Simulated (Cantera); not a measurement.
Input: 1 mol MgCO3, a varied amount of H2S, 0.33 mol CO2, held at 1548 K and 97.5 Torr.

Cantera equilibrium calculation (NASA polynomials, part measured and part estimated; ideal gas, pure solids and liquids). Candidate condensed phases: C, C6H6, C7H8, C8H18, H2O, H2SO4, Mg, MgCO3, MgO, Mg(OH)2, MgS, MgSO4, S; 130 gas species. The numbers say what is thermodynamically allowed, not how fast it happens.

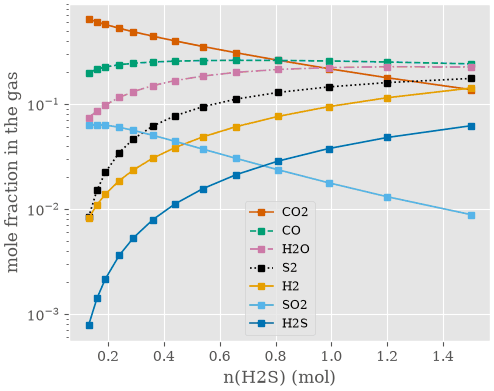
Equilibrium gas composition (values under 1e-9 drawn at 1e-9)

Problem. Read off the mole fractions at 0.24 mol H2S.

Solution. CO2 about 0.53, CO about 0.24, H2O about 0.12, SO2 about 0.060, S2 about 0.035, H2 about 0.019, H2S about 0.0036.
